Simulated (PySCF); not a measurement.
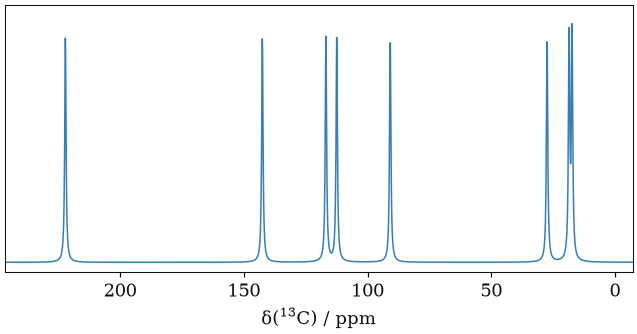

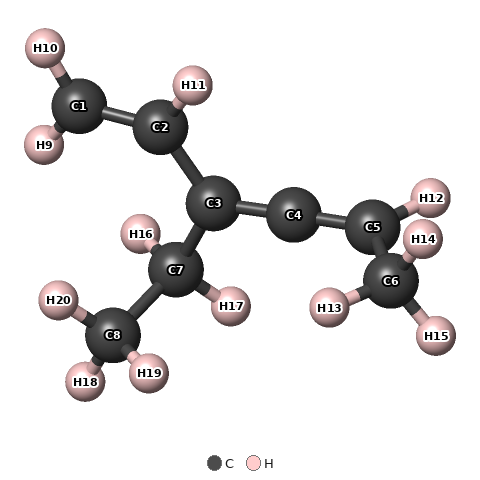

Spectrum and numbered structure of C₈H₁₂, SMILES C=CC(=C=CC)CC. GIAO shifts, PBE0/pcSseg-1 in PySCF, at a GFN2-xTB geometry (no frequency check), against TMS for ¹³C computed at the same level. Gas phase, fully decoupled, line heights follow the number of nuclei, widths are arbitrary (no quadrupolar broadening); values of one conformer, averaged over nuclei that symmetry or rotation about single bonds exchange, these motions taken as fast; other conformers aren't averaged in.

**Which atoms give which ¹³C line?**

```
δ (ppm)  nuclei  atoms
  222.1       1     C4
  142.5       1     C2
  116.8       1     C1
  112.5       1     C3
   90.8       1     C5
   27.4       1     C7
   18.5       1     C6
   17.3       1     C8
```

The order of signals that lie close, as those under 2 ppm apart, is within the error of the method.

Note: the tight-binding geometry is rougher than a DFT one and adds to the error.
